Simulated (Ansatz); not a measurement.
# BH6NO2Si: how energies converge with the basis set

Aim: see how fast density functionals converge with the basis set for BH6NO2Si.

Computed with Ansatz 0.2.0, Gaussian basis. Level: one geometry, several basis sets.

Levels to be run: PBE0-D4/def2-SVP; ωB97M-V/def2-SVP; PBE0-D4/def2-QZVPP; ωB97M-V/def2-QZVPP; the functionals' def2-TZVPP values are taken from earlier runs.

### 1 The relaxed structure

All runs share one geometry, relaxed beforehand with PBE0-D4 in a triple-zeta def2 set.

SMILES `NB(O)O[SiH3]`, 11 atoms, charge 0, spin multiplicity 1.

Atoms are counted from 1 here; the program's logs count them from 0.

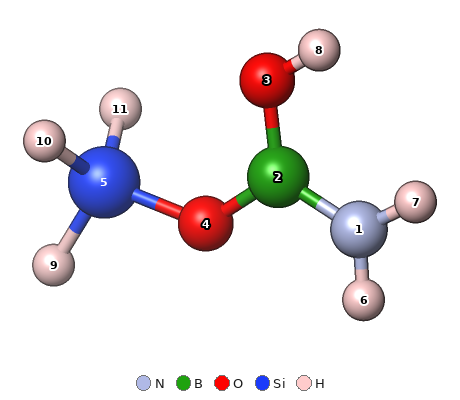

The structure; nitrogen light blue, boron green, oxygen red, silicon blue, hydrogen pink; atoms are numbered from 1 in the order of the file.

Coordinates:

```mol
BH6NO2Si
  3D, bonds by distance, orders not assigned

 11 10  0  0  0  0  0  0  0  0999 V2000
    1.1319    1.5951   -0.7115 N   0  0
    0.1877    0.7139   -0.1462 B   0  0
   -0.9851    1.1226    0.4467 O   0  0
    0.4375   -0.6335   -0.1810 O   0  0
   -0.4592   -1.8918    0.3851 Si  0  0
    1.9733    1.2459   -1.1328 H   0  0
    1.0418    2.5932   -0.7361 H   0  0
   -1.1271    2.0694    0.4533 H   0  0
    0.3040   -3.1254    0.0741 H   0  0
   -0.6557   -1.7939    1.8542 H   0  0
   -1.7835   -1.9523   -0.2852 H   0  0
  1  2  8  0
  2  3  8  0
  2  4  8  0
  4  5  8  0
  1  6  8  0
  1  7  8  0
  3  8  8  0
  5  9  8  0
  5 10  8  0
  5 11  8  0
M  END
```

### 2 PBE0-D4 in def2-SVP

File in.yaml:

```yaml
crystal:
  periodic: [false, false, false]
  atoms:
    - {symbol: N, position_ang: [1.131875, 1.595104, -0.711502]}
    - {symbol: B, position_ang: [0.187694, 0.713935, -0.146229]}
    - {symbol: O, position_ang: [-0.985137, 1.122601, 0.446698]}
    - {symbol: O, position_ang: [0.437497, -0.633482, -0.180991]}
    - {symbol: Si, position_ang: [-0.459158, -1.891780, 0.385073]}
    - {symbol: H, position_ang: [1.973253, 1.245898, -1.132807]}
    - {symbol: H, position_ang: [1.041762, 2.593169, -0.736093]}
    - {symbol: H, position_ang: [-1.127097, 2.069350, 0.453328]}
    - {symbol: H, position_ang: [0.304034, -3.125443, 0.074068]}
    - {symbol: H, position_ang: [-0.655749, -1.793934, 1.854238]}
    - {symbol: H, position_ang: [-1.783475, -1.952316, -0.285182]}
basis:
  gaussian: {orbitals: def2-SVP}
hamiltonian: {xc: pbe0, dispersion: d4}
output: {orbitals: {seedname: orbitals}}
```

Started as:

```sh
ansatz run in.yaml --threads 4 --pin off --events-out ev --progress --plain --max-ram 10444MiB
```

What it wrote:

```text
Functional definition: PBE0
  name "PBE0"
  cite "Adamo & Barone, J. Chem. Phys. 110, 6158 (1999) doi:10.1063/1.478522"
  cite "Perdew, Burke & Ernzerhof, Phys. Rev. Lett. 77, 3865 (1996) doi:10.1103/PhysRevLett.77.3865"
  parent pbe
  parameter a = 0.25
  parameter kappa = 0.804
  parameter beta = 0.06672455060314922
  exchange = (1 - a)*pbe_x(kappa = kappa, mu = beta*pi^2/3) + a*exact_x
  correlation = pbe_c(beta = beta)
1156 factors; their error is unknown
mean field evaluation 1: about -14213.9721 eV, gradient 7.0e1 eV
mean field evaluation 2: about -14207.2359 eV, gradient 9.2e1 eV
mean field evaluation 4: about -14222.8133 eV, gradient 4.0e0 eV
mean field evaluation 8: about -14222.8417 eV, gradient 5.3e-2 eV
mean field evaluation 16: about -14222.8977 eV, gradient 3.0e-5 eV
mean field -14222.89768491 eV, -522.6818492941 hartree, gradient 3.0e-5 eV, S^2 0.000000; 0 other end points of the search recorded, 0 dependent functions left out
reference -14222.89771314 eV, -522.6818503315 hartree; 24, 24 occupied and 80, 80 virtual orbitals, 1156 factors
Total energy: -14223.06818061 eV, -522.6881148955 hartree
```

It took 1 s on 4 threads of Intel Xeon Platinum 8375C at 2.90GHz, shared host.

### 3 ωB97M-V in def2-SVP

in.yaml: that of step 2 with these lines changed.

```diff
@@ -16,3 +16,3 @@
   gaussian: {orbitals: def2-SVP}
-hamiltonian: {xc: pbe0, dispersion: d4}
+hamiltonian: {xc: {name: wB97M-V}}
 output: {orbitals: {seedname: orbitals}}
```

Same command.

What it wrote, cut to the lines that bear on the results:

```text
Functional definition: wB97M-V
  name "wB97M-V"
  cite "Mardirossian & Head-Gordon, J. Chem. Phys. 144, 214110 (2016) doi:10.1063/1.4952647"
  cite "Becke, J. Chem. Phys. 107, 8554 (1997) doi:10.1063/1.475007"
  cite "Vydrov & Van Voorhis, J. Chem. Phys. 133, 244103 (2010) doi:10.1063/1.3521275"
  # Of w^i u^j: cxij and so on, Table III.
[...]
  gx(w, u) = 1 - cx + cx01*u + cx10*w
  gss(w, u) = css00 + css04*u^4 + css10*w + css20*w^2 + css43*w^4*u^3
  gos(w, u) = cos00 + cos10*w + (cos20 + cos21*u)*w^2 + (cos60 + cos61*u)*w^6
[...]
      + integral(e_c_pw_mod_opposite_spin*gos(b97_w_opposite, b97_u_opposite)) + vv10(b, c)
1156 factors; their error is unknown
310 factors; integrals over basis functions are off by at most 9.2e-6 eV
[...]
mean field -14230.44982133 eV, -522.9593851886 hartree, gradient 3.2e-5 eV, S^2 0.000000; 0 other end points of the search recorded, 0 dependent functions left out
reference -14230.44986668 eV, -522.9593868553 hartree; 24, 24 occupied and 80, 80 virtual orbitals, 1156 factors
Total energy: -14230.44986668 eV, -522.9593868553 hartree
```

Wall time 3.6 s (4 threads of Intel Xeon Platinum 8375C at 2.90GHz, shared host); peak memory 0.32 GiB.

### 4 PBE0-D4 in def2-QZVPP

in.yaml: that of step 3 with these lines changed.

```diff
@@ -15,4 +15,4 @@
 basis:
-  gaussian: {orbitals: def2-SVP}
-hamiltonian: {xc: {name: wB97M-V}}
+  gaussian: {orbitals: "def2-QZVPP.json"}
+hamiltonian: {xc: pbe0, dispersion: d4}
 output: {orbitals: {seedname: orbitals}}
```

The command is unchanged.

What it wrote:

```text
Functional definition: PBE0
  name "PBE0"
  cite "Adamo & Barone, J. Chem. Phys. 110, 6158 (1999) doi:10.1063/1.478522"
  cite "Perdew, Burke & Ernzerhof, Phys. Rev. Lett. 77, 3865 (1996) doi:10.1103/PhysRevLett.77.3865"
  parent pbe
  parameter a = 0.25
  parameter kappa = 0.804
  parameter beta = 0.06672455060314922
  exchange = (1 - a)*pbe_x(kappa = kappa, mu = beta*pi^2/3) + a*exact_x
  correlation = pbe_c(beta = beta)
1489 factors; their error is unknown
mean field evaluation 1: about -14222.2536 eV, gradient 8.4e1 eV
mean field evaluation 2: about -14209.0890 eV, gradient 1.2e2 eV
mean field evaluation 4: about -14233.9048 eV, gradient 7.3e0 eV
mean field evaluation 8: about -14233.9922 eV, gradient 1.2e-1 eV
mean field evaluation 16: about -14234.0013 eV, gradient 7.2e-5 eV
mean field -14234.00131825 eV, -523.0899002931 hartree, gradient 7.2e-5 eV, S^2 0.000000; 0 other end points of the search recorded, 0 dependent functions left out
reference -14234.00135924 eV, -523.0899017996 hartree; 24, 24 occupied and 454, 454 virtual orbitals, 1489 factors
Total energy: -14234.17182671 eV, -523.0961663635 hartree
```

It took 11 s on 4 threads of Intel Xeon Platinum 8375C at 2.90GHz, shared host; peak memory 1.6 GiB.

### 5 ωB97M-V in def2-QZVPP

in.yaml: that of step 4 with these lines changed.

```diff
@@ -16,3 +16,3 @@
   gaussian: {orbitals: "def2-QZVPP.json"}
-hamiltonian: {xc: pbe0, dispersion: d4}
+hamiltonian: {xc: {name: wB97M-V}}
 output: {orbitals: {seedname: orbitals}}
```

Same command.

What it wrote, cut to the lines that bear on the results:

```text
Functional definition: wB97M-V
  name "wB97M-V"
  cite "Mardirossian & Head-Gordon, J. Chem. Phys. 144, 214110 (2016) doi:10.1063/1.4952647"
  cite "Becke, J. Chem. Phys. 107, 8554 (1997) doi:10.1063/1.475007"
  cite "Vydrov & Van Voorhis, J. Chem. Phys. 133, 244103 (2010) doi:10.1063/1.3521275"
  # Of w^i u^j: cxij and so on, Table III.
[...]
  gx(w, u) = 1 - cx + cx01*u + cx10*w
  gss(w, u) = css00 + css04*u^4 + css10*w + css20*w^2 + css43*w^4*u^3
  gos(w, u) = cos00 + cos10*w + (cos20 + cos21*u)*w^2 + (cos60 + cos61*u)*w^6
[...]
      + integral(e_c_pw_mod_opposite_spin*gos(b97_w_opposite, b97_u_opposite)) + vv10(b, c)
1469 factors; their error is unknown
399 factors; integrals over basis functions are off by at most 1.1e-5 eV
[...]
mean field -14241.72453414 eV, -523.3737232420 hartree, gradient 3.9e-5 eV, S^2 0.000000; 0 other end points of the search recorded, 0 dependent functions left out
reference -14241.72460089 eV, -523.3737256949 hartree; 24, 24 occupied and 454, 454 virtual orbitals, 1469 factors
Total energy: -14241.72460089 eV, -523.3737256949 hartree
```

Wall time 16 s (4 threads of Intel Xeon Platinum 8375C at 2.90GHz, shared host); peak memory 1.9 GiB.

### 6 Functionals by basis

The def2-TZVPP values come from earlier runs at the same geometry.

```tsv
functional	basis	functions	energy (eV)	from the largest (eV)	HOMO (eV)	LUMO (eV)
PBE0-D4	def2-SVP	104	-14223.0682	11.104	-7.50	1.06
PBE0-D4	def2-TZVPP	250	-14233.5121	0.660	-7.75	0.29
PBE0-D4	def2-QZVPP	478	-14234.1718	0.000	-7.80	0.03
ωB97M-V	def2-SVP	104	-14230.4499	11.275	-9.88	2.79
ωB97M-V	def2-TZVPP	250	-14241.1122	0.612	-10.14	1.69
ωB97M-V	def2-QZVPP	478	-14241.7246	0.000	-10.19	1.20
```

### 7 Results

```
                                       quantity           value
PBE0-D4: double and triple zeta above quadruple  11.10, 0.66 eV
ωB97M-V: double and triple zeta above quadruple  11.27, 0.61 eV
```

In words: For PBE0-D4 the step from double to triple zeta gains 10.44 eV and the next only 0.66 eV. These are total energies; as a rule much of such shifts cancels in differences, which this series doesn't test. The LUMO of ωB97M-V is positive and keeps falling with the basis (2.79 to 1.20 eV): an unbound level that the basis holds in place.

For PBE0-D4 the largest set took about 11 times as long as the smallest (11 s against 1 s).
